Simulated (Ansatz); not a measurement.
Input

```
crystal:
  lattice:
    - [3.7126655257, -2.3898814189, 0.0]
    - [3.7126655257, 2.3898814189, 0.0]
    - [-0.9958342092, 0.0, 10.1143739146]
  atoms:
    - { symbol: Cd, position: [0.362676, 0.637324, 0.0] }
    - { symbol: Hg, position: [0.996147, 0.282026, 0.670631] }
    - { symbol: Hg, position: [0.717974, 0.003853, 0.329369] }
    - { symbol: Se, position: [0.51102, 0.48898, 0.5] }
    - { symbol: Se, position: [0.94663, 0.534447, 0.154075] }
    - { symbol: Se, position: [0.465553, 0.05337, 0.845925] }
basis:
  ecutwfc: 420
kpoints:
  mp_grid: { grid: [8, 8, 4] }
hamiltonian:
  xc: pbe
scf:
  occupations: { method: gaussian, width: 0.02 }
output:
  forces: true
  stress: true
  eigenvalues: true
  write_density: true
  write_potential: true
  elf: true
  volumetric_format: npy
relax:
  adjacent_minimum: "off"
  f_tol: 0.01
  max_steps: 30
  cell: { stress_tol: 0.1, fix: [volume] }
```

Command:

```sh
ansatz run input.yaml --threads 4 --pin off --max-ram 8192MiB --backend cpu --events-out ev --progress --plain --runs-dir out
```

Below, planes, directions and counts refer to the conventional cell (a = 7.33 Å, b = 4.87 Å, c = 10.11 Å, α = 90.00°, β = 96.07°, γ = 90.00°).

The fields are those of the run's last geometry, not of the input's.

Space group C2; a structure generated by program, which may or may not match a known phase; changed on purpose from its base cell (volume × 1.03, shape and atoms relaxed).

These are results of Ansatz 0.2.0, DFT PBE, scalar-relativistic, plane waves, PAW, not measurements.

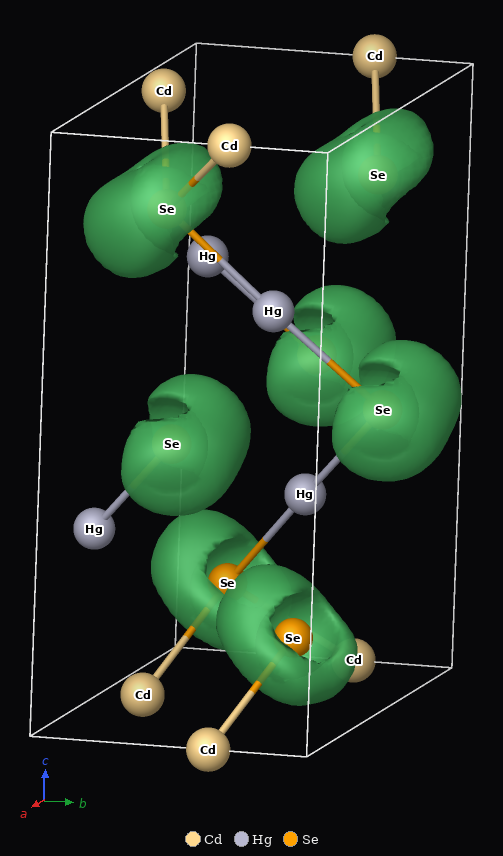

CdHg₂Se₃. Isosurface of the ELF at 0.75 (green), seen slightly off an axis. Only the valence region is drawn (cores and ρ < 0.01 e/Å³ removed). Sticks mark near contacts.

### Describe the localisation domains.

At this value the surface marks out six regions wrapped around Se (the valence shell of each), counted in one cell of 12 atoms. Any copies at cell faces, edges or corners count once.

Values along the shortest contacts:
Hg–Se (2.51 Å): the ELF is about 0.45 at the midpoint. Cd–Se (2.68 Å): the ELF is about 0.40 at the midpoint and 0.15 at its lowest between the atoms.
